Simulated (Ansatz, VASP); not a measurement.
## Pt (Pt(110)) in two plane-wave programs

Wanted: the spread between two codes on one cell, functional and k mesh.

Program: Ansatz 0.2.0. Level of theory: plane waves, with VASP 6.6.1 beside it; band structure at r2SCAN. Results are calculated unless marked as measured.

### Step 1. Starting point

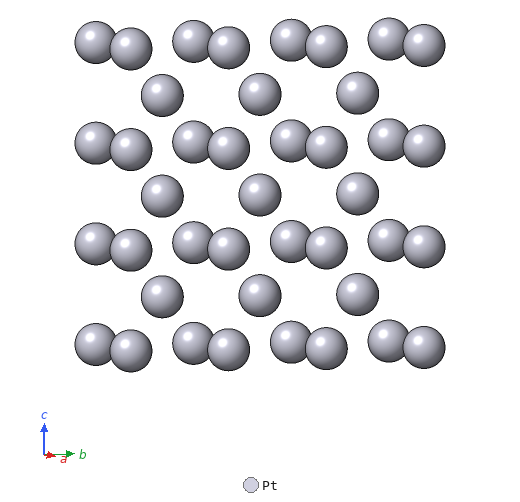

The starting structure, seen from the side, with the c axis up (platinum light grey). 1×3×1 cells are drawn. Some periodic images of atoms are drawn too.

The cell holds 7 atoms: 7 Pt. Its edges and angles: a = 3.920 Å, b = 2.772 Å, c = 26.316 Å, α = 90.0°, β = 90.0°, γ = 90.0°. Vacuum lies along c.

Structure file:

```cif
data_structure
_symmetry_space_group_name_H-M 'P 1'
_symmetry_Int_Tables_number 1
_cell_length_a 3.9200
_cell_length_b 2.7719
_cell_length_c 26.3156
_cell_angle_alpha 90.000
_cell_angle_beta 90.000
_cell_angle_gamma 90.000
_cell_volume 285.94
loop_
_atom_site_label
_atom_site_type_symbol
_atom_site_fract_x
_atom_site_fract_y
_atom_site_fract_z
_atom_site_occupancy
Pt1 Pt 0.00000 0.00000 0.34200 1
Pt2 Pt 0.50000 0.50000 0.39467 1
Pt3 Pt 0.00000 0.00000 0.44733 1
Pt4 Pt 0.50000 0.50000 0.50000 1
Pt5 Pt 0.00000 0.00000 0.55267 1
Pt6 Pt 0.50000 0.50000 0.60533 1
Pt7 Pt 0.00000 0.00000 0.65800 1
```

### Step 2. VASP: band structure, r2SCAN

Levels along a path test the potential and the projectors away from the mesh points.

Lines of VASP's logs that name or quote its potential files are left out, and so is its time.

INCAR

```
SYSTEM = Pt
PREC = Normal
ENCUT = 300
EDIFF = 1E-06
NELM = 120
ISMEAR = -1
SIGMA = 0.1
LREAL = .FALSE.
ALGO = Normal
METAGGA = R2SCAN
LASPH = .TRUE.
NBANDS = 54
LORBIT = 11
LWAVE = .FALSE.
LCHARG = .TRUE.
IDIPOL = 3
LDIPOL = .TRUE.
DIPOL = 0.5 0.5 0.5
LVHAR = .TRUE.
LVACPOTAV = .TRUE.
LELF = .TRUE.
NEDOS = 1500
```

POSCAR

```
Pt
1.0
    3.9200000000      0.0000000000      0.0000000000
    0.0000000000      2.7718585823      0.0000000000
    0.0000000000      0.0000000000     26.3155757468
Pt
7
Direct
    0.0000000000      0.0000000000      0.3420027776
    0.5000000000      0.5000000000      0.3946685184
    0.0000000000      0.0000000000      0.4473342592
    0.5000000000      0.5000000000      0.5000000000
    0.0000000000      0.0000000000      0.5526657408
    0.5000000000      0.5000000000      0.6053314816
    0.0000000000      0.0000000000      0.6579972224
```

KPOINTS

```
Automatic mesh
0
Gamma
11 15 1
0 0 0
```

KPOINTS_OPT

```
Line mode
14
Line-mode
Reciprocal
  0.00000000   0.00000000   0.00000000 GAMMA
 -0.50000000   0.00000000   0.00000000 X

 -0.50000000   0.00000000   0.00000000 X
 -0.50000000  -0.50000000   0.00000000 S

 -0.50000000  -0.50000000   0.00000000 S
  0.00000000  -0.50000000   0.00000000 Y

  0.00000000  -0.50000000   0.00000000 Y
  0.00000000   0.00000000   0.00000000 GAMMA

  0.00000000   0.00000000   0.00000000 GAMMA
 -0.50000000  -0.50000000   0.00000000 S
```

PAW data sets: Pt (PBE family, release 64).

Run with:

```bash
mpirun -np 2 vasp_std
```

Numbers of over 12 decimals in the logs are rounded to 6 here.

What it wrote:

```text
[banner, memory and clock lines left out]
running    2 mpi-ranks, on    1 nodes
 distrk:  each k-point on    2 cores,    1 groups
 distr:  one band on    1 cores,    2 groups

 POSCAR found type information on POSCAR Pt
 POSCAR found :  1 types and       7 ions
|                                                                             |
|               ----> ADVICE to this user running VASP <----                  |
|                                                                             |
|     You enforced a specific xc type in the INCAR file but a different       |
|     [... a line on the potential file left out ...]
|     I HOPE YOU KNOW WHAT YOU ARE DOING!                                     |
|                                                                             |

 LDA part: xc-table for (None), standard interpolation
 POSCAR, INCAR and KPOINTS ok, starting setup
 FFT: planning ... GRIDC
 FFT: planning ... GRID_SOFT
 FFT: planning ... GRID
 WAVECAR not read
 entering main loop
       N       E                     dE             d eps       ncg     rms          rms(c)
DAV:   1    -0.384300022778E+01   -0.38430E+01   -0.23507E+04  5296   0.725E+02
DAV:   2    -0.365794073212E+03   -0.36195E+03   -0.33547E+03  6310   0.200E+02
DAV:   3    -0.381393196776E+03   -0.15599E+02   -0.15005E+02  5944   0.405E+01
DAV:   4    -0.381650639856E+03   -0.25744E+00   -0.25718E+00  6242   0.549E+00
DAV:   5    -0.381656079850E+03   -0.54400E-02   -0.54395E-02  6078   0.782E-01    0.301E+01
DAV:   6    -0.361549279262E+03    0.20107E+02   -0.30387E+01  5754   0.273E+01    0.294E+01
DAV:   7    -0.360926320729E+03    0.62296E+00   -0.17697E+01  5682   0.312E+01    0.192E+01
DAV:   8    -0.359279298869E+03    0.16470E+01   -0.15408E+01  5596   0.221E+01    0.124E+01
DAV:   9    -0.357986669909E+03    0.12926E+01   -0.78099E+00  5418   0.186E+01    0.717E+00
DAV:  10    -0.357805379100E+03    0.18129E+00   -0.69372E-01  5594   0.564E+00    0.326E+00
DAV:  11    -0.357795836120E+03    0.95430E-02   -0.14529E-01  5480   0.259E+00    0.212E+00
DAV:  12    -0.357776389811E+03    0.19446E-01   -0.10391E-01  5812   0.224E+00    0.782E-01
DAV:  13    -0.357778620093E+03   -0.22303E-02   -0.12407E-02  5374   0.668E-01    0.663E-01
DAV:  14    -0.357776893017E+03    0.17271E-02   -0.76106E-03  5732   0.573E-01    0.141E-01
[...]
DAV:  61    -0.357777044768E+03   -0.16152E-03   -0.94045E-06  5184   0.206E-02    0.478E-04
DAV:  62    -0.357776828795E+03    0.21597E-03   -0.12625E-05  5184   0.237E-02    0.528E-04
DAV:  63    -0.357776958319E+03   -0.12952E-03   -0.57145E-06  5184   0.166E-02    0.202E-04
DAV:  64    -0.357776904844E+03    0.53475E-04   -0.18696E-06  4340   0.941E-03    0.253E-04
DAV:  65    -0.357777022024E+03   -0.11718E-03   -0.58946E-06  5182   0.162E-02    0.368E-04
DAV:  66    -0.357776821907E+03    0.20012E-03   -0.11485E-05  5184   0.228E-02    0.497E-04
DAV:  67    -0.357776935933E+03   -0.11403E-03   -0.39878E-06  5152   0.139E-02    0.278E-04
DAV:  68    -0.357776935698E+03    0.23528E-06   -0.14457E-06  3968   0.848E-03
|                                                                             |
|           W    W    AA    RRRRR   N    N  II  N    N   GGGG   !!!           |
|           W    W   A  A   R    R  NN   N  II  NN   N  G    G  !!!           |
|           W    W  A    A  R    R  N N  N  II  N N  N  G       !!!           |
|           W WW W  AAAAAA  RRRRR   N  N N  II  N  N N  G  GGG   !            |
|           WW  WW  A    A  R   R   N   NN  II  N   NN  G    G                |
|           W    W  A    A  R    R  N    N  II  N    N   GGGG   !!!           |
|                                                                             |
|     Did not find any points to average over, which means that no vacuum     |
|     field-free region was found. Please increase the size of  your cell     |
|     in the dimension of the dipole correction to obtain accurate            |
|     workfunction values.                                                    |
|                                                                             |

   1 F= -.35777694E+03 E0= -.35757976E+03  d E =-.394343E+00
 Start KPOINTS_OPT (optional k-point list driver)
k-point batch [1-48\70]
       N       E                     dE             ncg
DAV:   1     0.906968104144E+04   -0.63815E+05     5376
DAV:   2    -0.800680927904E+04   -0.17076E+05     6346
DAV:   3    -0.871828390720E+04   -0.71147E+03     5938
DAV:   4    -0.872987171865E+04   -0.11588E+02     6310
DAV:   5    -0.873011306608E+04   -0.24135E+00     5926
DAV:   6    -0.873012259165E+04   -0.95256E-02     6518
DAV:   7    -0.873012296378E+04   -0.37213E-03     5644
DAV:   8    -0.873012298112E+04   -0.17334E-04     5282
DAV:   9    -0.873012298187E+04   -0.75281E-06     3666
k-point batch [49-70\70]
       N       E                     dE             ncg
DAV:   1     0.591821432098E+05   -0.15396E+05     2424
DAV:   2     0.510640716891E+05   -0.81181E+04     2812
DAV:   3     0.507517414750E+05   -0.31233E+03     2706
DAV:   4     0.507468844085E+05   -0.48571E+01     2946
DAV:   5     0.507467952648E+05   -0.89144E-01     2732
DAV:   6     0.507467918737E+05   -0.33911E-02     2968
DAV:   7     0.507467917442E+05   -0.12956E-03     2594
DAV:   8     0.507467917384E+05   -0.58029E-05     2378
DAV:   9     0.507467917381E+05   -0.25575E-06     1572
```

Parts of OUTCAR (step 2):

```text
ion  position               nearest neighbor table
   1  0.000  0.000  0.342-   2 2.77   2 2.77   2 2.77   2 2.77   3 2.77
   2  0.500  0.500  0.395-   3 2.77   3 2.77   3 2.77   3 2.77   1 2.77   1 2.77   1 2.77   1 2.77
                             4 2.77
   3  0.000  0.000  0.447-   2 2.77   2 2.77   2 2.77   2 2.77   4 2.77   4 2.77   4 2.77   4 2.77
                             1 2.77   5 2.77
   4  0.500  0.500  0.500-   3 2.77   5 2.77   3 2.77   5 2.77   3 2.77   5 2.77   3 2.77   5 2.77
                             2 2.77   6 2.77
   5  0.000  0.000  0.553-   6 2.77   6 2.77   6 2.77   6 2.77   4 2.77   4 2.77   4 2.77   4 2.77
                             7 2.77   3 2.77
   6  0.500  0.500  0.605-   5 2.77   5 2.77   5 2.77   5 2.77   7 2.77   7 2.77   7 2.77   7 2.77
                             4 2.77
   7  0.000  0.000  0.658-   6 2.77   6 2.77   6 2.77   6 2.77   5 2.77

  LATTYP: Found a simple orthorhombic cell.
 ALAT       =     2.7718585823
 B/A-ratio  =     1.4142135623
 C/A-ratio  =     9.4938377863

 Subroutine GETGRP returns: Found  8 space group operations
 (whereof  8 operations were pure point group operations)

The static configuration has the point symmetry D_2h.

 Found     48 irreducible k-points:

   k-points           NKPTS =     48   k-points in BZ     NKDIM =     48   number of bands    NBANDS=     54

   dimension x,y,z NGX =    18 NGY =   12 NGZ =  112
   dimension x,y,z NGXF=    36 NGYF=   24 NGZF=  224

   ENCUT  =  300.0 eV  22.05 Ry    4.70 a.u.   5.54  3.91 37.16*2*pi/ulx,y,z

   NELECT =      70.0000    total number of electrons

 k-points in reciprocal lattice and weights: Automatic mesh
   0.00000000  0.00000000  0.00000000       0.006
   0.09090909  0.00000000  0.00000000       0.012
   0.18181818  0.00000000  0.00000000       0.012
   0.27272727  0.00000000  0.00000000       0.012
   0.36363636  0.00000000  0.00000000       0.012
   0.45454545  0.00000000  0.00000000       0.012
   0.00000000  0.06666667  0.00000000       0.012
   0.09090909  0.06666667  0.00000000       0.024
   0.18181818  0.06666667  0.00000000       0.024
[...]
0.36363636  0.46666667  0.00000000       0.024
   0.45454545  0.46666667  0.00000000       0.024

 dipolmoment           0.000000      0.000000      0.000000 electrons x Angstroem

 average (electrostatic) potential at core
       1 -77.8344       2 -78.6012       3 -78.8174       4 -78.6642       5 -78.8174
       6 -78.6012       7 -77.8344

 E-fermi :   0.6886

 k-point     1 :       0.0000    0.0000    0.0000
  band No.  band energies     occupation
    ...
     32      -0.0512      1.99878
     33       0.1340      1.99222
     34       0.2279      1.98022
     35       0.5682      1.53816
     36       0.5858      1.47293
     37       0.8988      0.21780
     38       0.9182      0.18288
     39       1.1690      0.01626
     40       2.6420      0.00000
     41       4.0124      0.00000
    ...

 k-point     2 :       0.0909    0.0000    0.0000
  band No.  band energies     occupation
    ...
     32      -0.0296      1.99848
     33       0.0018      1.99792
     34       0.4156      1.87748
     35       0.4582      1.81828
     36       0.5258      1.67173
     37       0.9228      0.17528
     38       0.9317      0.16163
     39       1.0888      0.03590
     40       2.6416      0.00000
     41       3.4252      0.00000
    ...

 k-point     3 :       0.1818    0.0000    0.0000
  band No.  band energies     occupation
    ...
     32      -0.0908      1.99918
     33       0.0178      1.99756
     34       0.1458      1.99125
     35       0.4816      1.77588
     36       0.6409      1.23399
     37       0.8978      0.21964
     38       0.9390      0.15104
     39       0.9589      0.12559
     40       2.1473      0.00000
     41       2.7436      0.00000
    ...

  Total       -2.5974149     -5.1790222     -0.7014262      0.0000000      0.0000000      0.0000000
  in kB      -14.5539841    -29.0193944     -3.9302717      0.0000000      0.0000000      0.0000000
  external PRESSURE =     -15.8345501 kB  Pullay stress =       0.0000000 kB

  energy-cutoff  :      300.00
  volume of cell :      285.94
      direct lattice vectors                 reciprocal lattice vectors
     3.920000000  0.000000000  0.000000000     0.255102041  0.000000000  0.000000000
     0.000000000  2.771858582  0.000000000     0.000000000  0.360768766  0.000000000
     0.000000000  0.000000000 26.315575747     0.000000000  0.000000000  0.038000309

 POSITION                                       TOTAL-FORCE (eV/Angst)
 -----------------------------------------------------------------------------------
      0.00000      0.00000      9.00000        -0.000000      0.000000      0.800905
      1.96000      1.38593     10.38593         0.000000      0.000000     -1.141225
      0.00000      0.00000     11.77186         0.000000      0.000000     -0.024348
      1.96000      1.38593     13.15779        -0.000000      0.000000      0.000000
      0.00000      0.00000     14.54372        -0.000000      0.000000      0.024348
      1.96000      1.38593     15.92965         0.000000     -0.000000      1.141225
      0.00000      0.00000     17.31558        -0.000000      0.000000     -0.800905
 -----------------------------------------------------------------------------------
    total drift:                                0.000000     -0.000000      0.000000

  FREE ENERGIE OF THE ION-ELECTRON SYSTEM (eV)
  ---------------------------------------------------
  free  energy   TOTEN  =      -357.7769356979 eV

  energy  without entropy=     -357.3825923945  energy(sigma->0) =     -357.57976405

 vacuum level on the upper side and lower side of the slab         5.940         5.940

 total charge
# of ion       s       p       d       tot
------------------------------------------
    1        0.606   0.347   8.077   9.030
    2        0.631   0.561   8.012   9.204
    3        0.638   0.601   8.031   9.270
    4        0.638   0.593   8.066   9.298
    5        0.638   0.601   8.031   9.270
    6        0.631   0.561   8.012   9.204
    7        0.606   0.347   8.077   9.030
--------------------------------------------------
tot          4.387   3.612  56.305  64.303

[... 3 further parts left out ...]
```

[end of part 1 of 2]

[Lines on the potential files, build, host, timing and source positions are cut from VASP's logs without a mark.]

[Logs are printed without paths, hosts, clocks, repeated set-up lines and the standing remarks that a program may print on its own settings, such as how far it seeks lower states.]

[Hosts, paths, dates, database ids (printed as entryN), source tags and the programs' standing remarks are cut or masked in the printed files.]
